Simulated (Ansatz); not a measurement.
# Molecular dynamics, with input and output: CHBrSi (part 1 of 5)

The run: molecular dynamics of CHBrSi. Method and program: UKS B3LYP/def2-SVP (Ansatz 0.2.0).

It belongs to a series of runs on one base structure; here: dynamics from the highest image of the converged band. Figures and captions count atoms from 1; the log counts them from 0 in places.

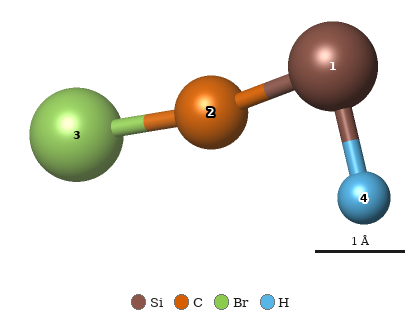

*The starting structure (ball-and-stick view, seen at a tilt; atoms are numbered from 1 in the order of the input).*

Bond lengths as drawn: Br–C 1.80 Å, C–Si 1.70 Å and H–Si 1.53 Å.

Summary:

```csv
quantity,value
outcome,finished
mean temperature over the second half,139 K
trajectory,"200 steps, 100 fs"
ensemble,nve
temperature in the input,300.0 K
time step,0.5 fs
potential energy (last step),−78962.6772 eV
mean-field energy (last step),−78962.6772 eV
largest force (length of the vector) (last step),0.473 eV/Å
hardware,"2 threads of Arm Neoverse V1, 24 GiB of memory available, shared host"
wall time,7.6 min (CPU time 15 min)
peak memory,0.2 GiB
```

Remarks:

So short a trajectory is not equilibrated.

Input:
```yaml
crystal:
  periodic: [false, false, false]
  atoms:
    - { symbol: Si, position_ang: [-0.584491, 1.206438, -0.217255] }
    - { symbol: C, position_ang: [0.357389, -0.108222, 0.308707] }
    - { symbol: Br, position_ang: [1.486826, -1.292296, 1.049039] }
    - { symbol: H, position_ang: [-1.259722, 0.194081, -1.14048] }
magnetization:
  spin_polarized: true
basis:
  gaussian: { orbitals: def2-SVP }
hamiltonian:
  xc: b3lyp
md:
  timestep: 0.5
  n_steps: 200
  ensemble: nve
  temperature: 300.0
  initial_velocities: maxwell_boltzmann
  seed: 13104
```

Launched with:
```bash
ansatz run input.yaml --threads 2 --pin off --max-ram 3072MiB --backend cpu --events-out ev --progress --plain --runs-dir out
```

The program's output:
```
Engine: ansatz 0.2.0, aarch64-unknown-linux-gnu
Functional definition: B3LYP
  parameter a0 = 0.2
  parameter ax = 0.72
  parameter ac = 0.81
  exchange = (1 - a0 - ax)*slater_x + ax*b88_x + a0*exact_x
  correlation = (1 - ac)*vwn_rpa_c + ac*lyp_c
716 factors; integrals over basis functions are off by at most 3.3e-4 eV
mean field evaluation 1: about -78957.8251 eV, gradient 3.0e1 eV
mean field evaluation 2: about -78936.1241 eV, gradient 6.0e1 eV
mean field evaluation 4: about -78962.4630 eV, gradient 6.0e0 eV
mean field evaluation 8: about -78962.7031 eV, gradient 1.1e-1 eV
mean field evaluation 16: about -78962.7031 eV, gradient 7.3e-6 eV
mean field -78962.70314637 eV, -2901.8258177866 hartree, gradient 7.3e-6 eV, S^2 0.000000; 2 other end points of the search recorded, 0 dependent functions left out
the calculation of the forces begins
reference -78962.70336028 eV, -2901.8258256475 hartree; 28, 28 occupied and 41, 41 virtual orbitals, 716 factors
md step     0: t =     0.00 fs  T =   300.0 K  F+E_penalty+E_count = -78962.70314637 eV  E_kin = 0.077556 eV  conserved = -78962.62559037 eV  (69 SCF iters)
these checks for a lower state are left out or cut short: starts, cluster_reference, orbital_swaps, neighbouring_geometries, increment
716 factors; integrals over basis functions are off by at most 3.3e-4 eV
mean field -78962.70284078 eV, -2901.8258065564 hartree, gradient 1.1e-5 eV, S^2 0.000000; 0 other end points of the search recorded, 0 dependent functions left out
the calculation of the forces begins
reference -78962.70305484 eV, -2901.8258144228 hartree; 28, 28 occupied and 41, 41 virtual orbitals, 716 factors
md step     1: t =     0.50 fs  T =   298.8 K  F+E_penalty+E_count = -78962.70284078 eV  E_kin = 0.077250 eV  conserved = -78962.62559118 eV  (47 SCF iters)
[... from here on the SCF iterations and repeated set-up lines of each step are left out, up to the last step ...]
md step     2: t =     1.00 fs  T =   295.4 K  F+E_penalty+E_count = -78962.70196025 eV  E_kin = 0.076373 eV  conserved = -78962.62558765 eV  (46 SCF iters)
md step     3: t =     1.50 fs  T =   290.1 K  F+E_penalty+E_count = -78962.70057174 eV  E_kin = 0.074991 eV  conserved = -78962.62558057 eV  (47 SCF iters)
md step     4: t =     2.00 fs  T =   283.3 K  F+E_penalty+E_count = -78962.69879759 eV  E_kin = 0.073227 eV  conserved = -78962.62557092 eV  (48 SCF iters)
md step     5: t =     2.50 fs  T =   275.6 K  F+E_penalty+E_count = -78962.69679752 eV  E_kin = 0.071237 eV  conserved = -78962.62556051 eV  (48 SCF iters)
md step     6: t =     3.00 fs  T =   267.7 K  F+E_penalty+E_count = -78962.69474532 eV  E_kin = 0.069195 eV  conserved = -78962.62555050 eV  (46 SCF iters)
md step     7: t =     3.50 fs  T =   260.2 K  F+E_penalty+E_count = -78962.69280746 eV  E_kin = 0.067265 eV  conserved = -78962.62554214 eV  (49 SCF iters)
md step     8: t =     4.00 fs  T =   253.7 K  F+E_penalty+E_count = -78962.69112283 eV  E_kin = 0.065586 eV  conserved = -78962.62553644 eV  (44 SCF iters)
md step     9: t =     4.50 fs  T =   248.5 K  F+E_penalty+E_count = -78962.68978668 eV  E_kin = 0.064253 eV  conserved = -78962.62553406 eV  (46 SCF iters)
md step    10: t =     5.00 fs  T =   244.9 K  F+E_penalty+E_count = -78962.68883966 eV  E_kin = 0.063305 eV  conserved = -78962.62553513 eV  (47 SCF iters)
md step    11: t =     5.50 fs  T =   242.6 K  F+E_penalty+E_count = -78962.68826376 eV  E_kin = 0.062724 eV  conserved = -78962.62553988 eV  (47 SCF iters)
md step    12: t =     6.00 fs  T =   241.5 K  F+E_penalty+E_count = -78962.68798312 eV  E_kin = 0.062435 eV  conserved = -78962.62554762 eV  (47 SCF iters)
md step    13: t =     6.50 fs  T =   241.0 K  F+E_penalty+E_count = -78962.68787338 eV  E_kin = 0.062316 eV  conserved = -78962.62555769 eV  (48 SCF iters)
md step    14: t =     7.00 fs  T =   240.6 K  F+E_penalty+E_count = -78962.68777537 eV  E_kin = 0.062207 eV  conserved = -78962.62556841 eV  (46 SCF iters)
md step    15: t =     7.50 fs  T =   239.6 K  F+E_penalty+E_count = -78962.68751651 eV  E_kin = 0.061938 eV  conserved = -78962.62557851 eV  (44 SCF iters)
md step    16: t =     8.00 fs  T =   237.3 K  F+E_penalty+E_count = -78962.68693382 eV  E_kin = 0.061347 eV  conserved = -78962.62558642 eV  (47 SCF iters)
md step    17: t =     8.50 fs  T =   233.3 K  F+E_penalty+E_count = -78962.68589913 eV  E_kin = 0.060308 eV  conserved = -78962.62559071 eV  (46 SCF iters)
md step    18: t =     9.00 fs  T =   227.3 K  F+E_penalty+E_count = -78962.68434169 eV  E_kin = 0.058751 eV  conserved = -78962.62559034 eV  (49 SCF iters)
md step    19: t =     9.50 fs  T =   219.2 K  F+E_penalty+E_count = -78962.68226408 eV  E_kin = 0.056680 eV  conserved = -78962.62558444 eV  (48 SCF iters)
md step    20: t =    10.00 fs  T =   209.6 K  F+E_penalty+E_count = -78962.67975013 eV  E_kin = 0.054176 eV  conserved = -78962.62557455 eV  (48 SCF iters)
md step    21: t =    10.50 fs  T =   198.8 K  F+E_penalty+E_count = -78962.67695423 eV  E_kin = 0.051393 eV  conserved = -78962.62556124 eV  (48 SCF iters)
md step    22: t =    11.00 fs  T =   187.7 K  F+E_penalty+E_count = -78962.67408282 eV  E_kin = 0.048536 eV  conserved = -78962.62554691 eV  (48 SCF iters)
md step    23: t =    11.50 fs  T =   177.3 K  F+E_penalty+E_count = -78962.67135968 eV  E_kin = 0.045826 eV  conserved = -78962.62553383 eV  (50 SCF iters)
md step    24: t =    12.00 fs  T =   168.1 K  F+E_penalty+E_count = -78962.66898766 eV  E_kin = 0.043463 eV  conserved = -78962.62552453 eV  (50 SCF iters)
md step    25: t =    12.50 fs  T =   160.9 K  F+E_penalty+E_count = -78962.66711071 eV  E_kin = 0.041590 eV  conserved = -78962.62552078 eV  (48 SCF iters)
md step    26: t =    13.00 fs  T =   155.7 K  F+E_penalty+E_count = -78962.66578678 eV  E_kin = 0.040264 eV  conserved = -78962.62552326 eV  (49 SCF iters)
md step    27: t =    13.50 fs  T =   152.6 K  F+E_penalty+E_count = -78962.66497739 eV  E_kin = 0.039446 eV  conserved = -78962.62553136 eV  (45 SCF iters)
md step    28: t =    14.00 fs  T =   150.9 K  F+E_penalty+E_count = -78962.66455677 eV  E_kin = 0.039013 eV  conserved = -78962.62554338 eV  (73 SCF iters)
md step    29: t =    14.50 fs  T =   150.0 K  F+E_penalty+E_count = -78962.66433842 eV  E_kin = 0.038782 eV  conserved = -78962.62555686 eV  (49 SCF iters)
md step    30: t =    15.00 fs  T =   149.1 K  F+E_penalty+E_count = -78962.66411286 eV  E_kin = 0.038544 eV  conserved = -78962.62556920 eV  (49 SCF iters)
md step    31: t =    15.50 fs  T =   147.4 K  F+E_penalty+E_count = -78962.66368822 eV  E_kin = 0.038110 eV  conserved = -78962.62557817 eV  (49 SCF iters)
md step    32: t =    16.00 fs  T =   144.4 K  F+E_penalty+E_count = -78962.66292508 eV  E_kin = 0.037343 eV  conserved = -78962.62558230 eV  (48 SCF iters)
md step    33: t =    16.50 fs  T =   139.9 K  F+E_penalty+E_count = -78962.66176008 eV  E_kin = 0.036178 eV  conserved = -78962.62558159 eV  (49 SCF iters)
md step    34: t =    17.00 fs  T =   134.0 K  F+E_penalty+E_count = -78962.66021239 eV  E_kin = 0.034637 eV  conserved = -78962.62557543 eV  (49 SCF iters)
md step    35: t =    17.50 fs  T =   126.9 K  F+E_penalty+E_count = -78962.65838045 eV  E_kin = 0.032815 eV  conserved = -78962.62556534 eV  (52 SCF iters)
md step    36: t =    18.00 fs  T =   119.4 K  F+E_penalty+E_count = -78962.65642283 eV  E_kin = 0.030870 eV  conserved = -78962.62555316 eV  (38 SCF iters)
md step    37: t =    18.50 fs  T =   112.1 K  F+E_penalty+E_count = -78962.65453288 eV  E_kin = 0.028992 eV  conserved = -78962.62554058 eV  (48 SCF iters)
md step    38: t =    19.00 fs  T =   105.9 K  F+E_penalty+E_count = -78962.65291079 eV  E_kin = 0.027381 eV  conserved = -78962.62552930 eV  (48 SCF iters)
md step    39: t =    19.50 fs  T =   101.4 K  F+E_penalty+E_count = -78962.65173625 eV  E_kin = 0.026216 eV  conserved = -78962.62552071 eV  (47 SCF iters)
md step    40: t =    20.00 fs  T =    99.1 K  F+E_penalty+E_count = -78962.65114528 eV  E_kin = 0.025629 eV  conserved = -78962.62551601 eV  (53 SCF iters)
md step    41: t =    20.50 fs  T =    99.4 K  F+E_penalty+E_count = -78962.65121277 eV  E_kin = 0.025697 eV  conserved = -78962.62551571 eV  (51 SCF iters)
md step    42: t =    21.00 fs  T =   102.2 K  F+E_penalty+E_count = -78962.65194341 eV  E_kin = 0.026424 eV  conserved = -78962.62551988 eV  (47 SCF iters)
md step    43: t =    21.50 fs  T =   107.3 K  F+E_penalty+E_count = -78962.65327057 eV  E_kin = 0.027743 eV  conserved = -78962.62552806 eV  (53 SCF iters)
md step    44: t =    22.00 fs  T =   114.2 K  F+E_penalty+E_count = -78962.65506406 eV  E_kin = 0.029525 eV  conserved = -78962.62553927 eV  (52 SCF iters)
md step    45: t =    22.50 fs  T =   122.2 K  F+E_penalty+E_count = -78962.65714588 eV  E_kin = 0.031594 eV  conserved = -78962.62555211 eV  (47 SCF iters)
md step    46: t =    23.00 fs  T =   130.5 K  F+E_penalty+E_count = -78962.65931311 eV  E_kin = 0.033748 eV  conserved = -78962.62556484 eV  (49 SCF iters)
md step    47: t =    23.50 fs  T =   138.4 K  F+E_penalty+E_count = -78962.66136565 eV  E_kin = 0.035790 eV  conserved = -78962.62557560 eV  (52 SCF iters)
md step    48: t =    24.00 fs  T =   145.3 K  F+E_penalty+E_count = -78962.66313540 eV  E_kin = 0.037553 eV  conserved = -78962.62558217 eV  (48 SCF iters)
md step    49: t =    24.50 fs  T =   150.6 K  F+E_penalty+E_count = -78962.66451541 eV  E_kin = 0.038931 eV  conserved = -78962.62558421 eV  (51 SCF iters)
md step    50: t =    25.00 fs  T =   154.3 K  F+E_penalty+E_count = -78962.66547723 eV  E_kin = 0.039896 eV  conserved = -78962.62558075 eV  (49 SCF iters)
md step    51: t =    25.50 fs  T =   156.7 K  F+E_penalty+E_count = -78962.66608067 eV  E_kin = 0.040509 eV  conserved = -78962.62557206 eV  (48 SCF iters)
md step    52: t =    26.00 fs  T =   158.2 K  F+E_penalty+E_count = -78962.66646657 eV  E_kin = 0.040907 eV  conserved = -78962.62555965 eV  (48 SCF iters)
md step    53: t =    26.50 fs  T =   159.7 K  F+E_penalty+E_count = -78962.66683325 eV  E_kin = 0.041287 eV  conserved = -78962.62554590 eV  (48 SCF iters)
md step    54: t =    27.00 fs  T =   161.9 K  F+E_penalty+E_count = -78962.66739968 eV  E_kin = 0.041866 eV  conserved = -78962.62553366 eV  (46 SCF iters)
md step    55: t =    27.50 fs  T =   165.7 K  F+E_penalty+E_count = -78962.66836138 eV  E_kin = 0.042836 eV  conserved = -78962.62552536 eV  (46 SCF iters)
md step    56: t =    28.00 fs  T =   171.5 K  F+E_penalty+E_count = -78962.66984947 eV  E_kin = 0.044326 eV  conserved = -78962.62552305 eV  (46 SCF iters)
md step    57: t =    28.50 fs  T =   179.4 K  F+E_penalty+E_count = -78962.67190022 eV  E_kin = 0.046373 eV  conserved = -78962.62552744 eV  (47 SCF iters)
md step    58: t =    29.00 fs  T =   189.2 K  F+E_penalty+E_count = -78962.67444443 eV  E_kin = 0.048907 eV  conserved = -78962.62553781 eV  (45 SCF iters)
md step    59: t =    29.50 fs  T =   200.2 K  F+E_penalty+E_count = -78962.67731828 eV  E_kin = 0.051766 eV  conserved = -78962.62555224 eV  (72 SCF iters)
md step    60: t =    30.00 fs  T =   211.7 K  F+E_penalty+E_count = -78962.68029334 eV  E_kin = 0.054725 eV  conserved = -78962.62556806 eV  (49 SCF iters)
md step    61: t =    30.50 fs  T =   222.6 K  F+E_penalty+E_count = -78962.68311813 eV  E_kin = 0.057536 eV  conserved = -78962.62558247 eV  (48 SCF iters)
md step    62: t =    31.00 fs  T =   232.0 K  F+E_penalty+E_count = -78962.68556210 eV  E_kin = 0.059969 eV  conserved = -78962.62559312 eV  (45 SCF iters)
md step    63: t =    31.50 fs  T =   239.3 K  F+E_penalty+E_count = -78962.68745259 eV  E_kin = 0.061854 eV  conserved = -78962.62559856 eV  (49 SCF iters)
md step    64: t =    32.00 fs  T =   244.1 K  F+E_penalty+E_count = -78962.68869922 eV  E_kin = 0.063100 eV  conserved = -78962.62559882 eV  (51 SCF iters)
md step    65: t =    32.50 fs  T =   246.4 K  F+E_penalty+E_count = -78962.68929986 eV  E_kin = 0.063706 eV  conserved = -78962.62559339 eV  (48 SCF iters)
md step    66: t =    33.00 fs  T =   246.6 K  F+E_penalty+E_count = -78962.68933661 eV  E_kin = 0.063753 eV  conserved = -78962.62558399 eV  (49 SCF iters)
md step    67: t =    33.50 fs  T =   245.2 K  F+E_penalty+E_count = -78962.68895497 eV  E_kin = 0.063383 eV  conserved = -78962.62557227 eV  (37 SCF iters)
md step    68: t =    34.00 fs  T =   242.8 K  F+E_penalty+E_count = -78962.68833846 eV  E_kin = 0.062778 eV  conserved = -78962.62556002 eV  (47 SCF iters)
md step    69: t =    34.50 fs  T =   240.3 K  F+E_penalty+E_count = -78962.68768028 eV  E_kin = 0.062131 eV  conserved = -78962.62554892 eV  (46 SCF iters)
md step    70: t =    35.00 fs  T =   238.3 K  F+E_penalty+E_count = -78962.68715628 eV  E_kin = 0.061616 eV  conserved = -78962.62554038 eV  (49 SCF iters)
md step    71: t =    35.50 fs  T =   237.4 K  F+E_penalty+E_count = -78962.68690243 eV  E_kin = 0.061367 eV  conserved = -78962.62553539 eV  (47 SCF iters)
md step    72: t =    36.00 fs  T =   237.8 K  F+E_penalty+E_count = -78962.68699843 eV  E_kin = 0.061464 eV  conserved = -78962.62553448 eV  (46 SCF iters)
md step    73: t =    36.50 fs  T =   239.5 K  F+E_penalty+E_count = -78962.68745877 eV  E_kin = 0.061921 eV  conserved = -78962.62553774 eV  (45 SCF iters)
md step    74: t =    37.00 fs  T =   242.5 K  F+E_penalty+E_count = -78962.68823162 eV  E_kin = 0.062687 eV  conserved = -78962.62554476 eV  (49 SCF iters)
md step    75: t =    37.50 fs  T =   246.2 K  F+E_penalty+E_count = -78962.68920534 eV  E_kin = 0.063651 eV  conserved = -78962.62555469 eV  (50 SCF iters)
md step    76: t =    38.00 fs  T =   250.1 K  F+E_penalty+E_count = -78962.69022237 eV  E_kin = 0.064656 eV  conserved = -78962.62556628 eV  (49 SCF iters)
md step    77: t =    38.50 fs  T =   253.4 K  F+E_penalty+E_count = -78962.69109927 eV  E_kin = 0.065521 eV  conserved = -78962.62557799 eV  (48 SCF iters)
md step    78: t =    39.00 fs  T =   255.5 K  F+E_penalty+E_count = -78962.69165137 eV  E_kin = 0.066063 eV  conserved = -78962.62558815 eV  (50 SCF iters)
md step    79: t =    39.50 fs  T =   255.8 K  F+E_penalty+E_count = -78962.69171946 eV  E_kin = 0.066124 eV  conserved = -78962.62559515 eV  (48 SCF iters)
md step    80: t =    40.00 fs  T =   253.7 K  F+E_penalty+E_count = -78962.69119526 eV  E_kin = 0.065598 eV  conserved = -78962.62559769 eV  (49 SCF iters)
md step    81: t =    40.50 fs  T =   249.3 K  F+E_penalty+E_count = -78962.69004122 eV  E_kin = 0.064447 eV  conserved = -78962.62559458 eV  (49 SCF iters)
md step    82: t =    41.00 fs  T =   242.6 K  F+E_penalty+E_count = -78962.68830334 eV  E_kin = 0.062717 eV  conserved = -78962.62558680 eV  (50 SCF iters)
md step    83: t =    41.50 fs  T =   234.1 K  F+E_penalty+E_count = -78962.68610680 eV  E_kin = 0.060532 eV  conserved = -78962.62557488 eV  (49 SCF iters)
md step    84: t =    42.00 fs  T =   224.7 K  F+E_penalty+E_count = -78962.68364181 eV  E_kin = 0.058081 eV  conserved = -78962.62556064 eV  (47 SCF iters)
md step    85: t =    42.50 fs  T =   215.0 K  F+E_penalty+E_count = -78962.68113419 eV  E_kin = 0.055588 eV  conserved = -78962.62554647 eV  (47 SCF iters)
md step    86: t =    43.00 fs  T =   206.1 K  F+E_penalty+E_count = -78962.67880775 eV  E_kin = 0.053273 eV  conserved = -78962.62553490 eV  (47 SCF iters)
md step    87: t =    43.50 fs  T =   198.5 K  F+E_penalty+E_count = -78962.67684497 eV  E_kin = 0.051317 eV  conserved = -78962.62552800 eV  (47 SCF iters)
md step    88: t =    44.00 fs  T =   192.7 K  F+E_penalty+E_count = -78962.67535431 eV  E_kin = 0.049827 eV  conserved = -78962.62552700 eV  (48 SCF iters)
md step    89: t =    44.50 fs  T =   188.8 K  F+E_penalty+E_count = -78962.67435166 eV  E_kin = 0.048820 eV  conserved = -78962.62553188 eV  (48 SCF iters)
md step    90: t =    45.00 fs  T =   186.5 K  F+E_penalty+E_count = -78962.67376006 eV  E_kin = 0.048219 eV  conserved = -78962.62554150 eV  (71 SCF iters)
md step    91: t =    45.50 fs  T =   185.2 K  F+E_penalty+E_count = -78962.67342781 eV  E_kin = 0.047874 eV  conserved = -78962.62555378 eV  (48 SCF iters)
md step    92: t =    46.00 fs  T =   184.1 K  F+E_penalty+E_count = -78962.67316049 eV  E_kin = 0.047594 eV  conserved = -78962.62556627 eV  (48 SCF iters)
md step    93: t =    46.50 fs  T =   182.5 K  F+E_penalty+E_count = -78962.67275956 eV  E_kin = 0.047183 eV  conserved = -78962.62557662 eV  (47 SCF iters)
md step    94: t =    47.00 fs  T =   179.8 K  F+E_penalty+E_count = -78962.67205934 eV  E_kin = 0.046476 eV  conserved = -78962.62558304 eV  (50 SCF iters)
md step    95: t =    47.50 fs  T =   175.5 K  F+E_penalty+E_count = -78962.67095585 eV  E_kin = 0.045371 eV  conserved = -78962.62558499 eV  (48 SCF iters)
md step    96: t =    48.00 fs  T =   169.6 K  F+E_penalty+E_count = -78962.66942082 eV  E_kin = 0.043839 eV  conserved = -78962.62558155 eV  (48 SCF iters)
md step    97: t =    48.50 fs  T =   162.2 K  F+E_penalty+E_count = -78962.66750607 eV  E_kin = 0.041932 eV  conserved = -78962.62557383 eV  (53 SCF iters)
md step    98: t =    49.00 fs  T =   153.8 K  F+E_penalty+E_count = -78962.66533133 eV  E_kin = 0.039768 eV  conserved = -78962.62556309 eV  (50 SCF iters)
md step    99: t =    49.50 fs  T =   145.1 K  F+E_penalty+E_count = -78962.66306525 eV  E_kin = 0.037514 eV  conserved = -78962.62555088 eV  (50 SCF iters)
md step   100: t =    50.00 fs  T =   136.8 K  F+E_penalty+E_count = -78962.66090097 eV  E_kin = 0.035362 eV  conserved = -78962.62553879 eV  (51 SCF iters)
md step   101: t =    50.50 fs  T =   129.6 K  F+E_penalty+E_count = -78962.65903018 eV  E_kin = 0.033502 eV  conserved = -78962.62552807 eV  (51 SCF iters)
md step   102: t =    51.00 fs  T =   124.2 K  F+E_penalty+E_count = -78962.65762036 eV  E_kin = 0.032100 eV  conserved = -78962.62552039 eV  (49 SCF iters)
md step   103: t =    51.50 fs  T =   121.0 K  F+E_penalty+E_count = -78962.65679382 eV  E_kin = 0.031277 eV  conserved = -78962.62551636 eV  (49 SCF iters)
md step   104: t =    52.00 fs  T =   120.3 K  F+E_penalty+E_count = -78962.65661501 eV  E_kin = 0.031099 eV  conserved = -78962.62551641 eV  (50 SCF iters)
md step   105: t =    52.50 fs  T =   122.1 K  F+E_penalty+E_count = -78962.65708320 eV  E_kin = 0.031563 eV  conserved = -78962.62552053 eV  (49 SCF iters)
md step   106: t =    53.00 fs  T =   126.1 K  F+E_penalty+E_count = -78962.65813289 eV  E_kin = 0.032604 eV  conserved = -78962.62552849 eV  (51 SCF iters)
md step   107: t =    53.50 fs  T =   131.9 K  F+E_penalty+E_count = -78962.65964001 eV  E_kin = 0.034101 eV  conserved = -78962.62553898 eV  (50 SCF iters)
md step   108: t =    54.00 fs  T =   138.8 K  F+E_penalty+E_count = -78962.66143730 eV  E_kin = 0.035886 eV  conserved = -78962.62555103 eV  (47 SCF iters)
md step   109: t =    54.50 fs  T =   146.1 K  F+E_penalty+E_count = -78962.66333311 eV  E_kin = 0.037770 eV  conserved = -78962.62556311 eV  (51 SCF iters)
md step   110: t =    55.00 fs  T =   153.0 K  F+E_penalty+E_count = -78962.66513563 eV  E_kin = 0.039562 eV  conserved = -78962.62557362 eV  (51 SCF iters)
```
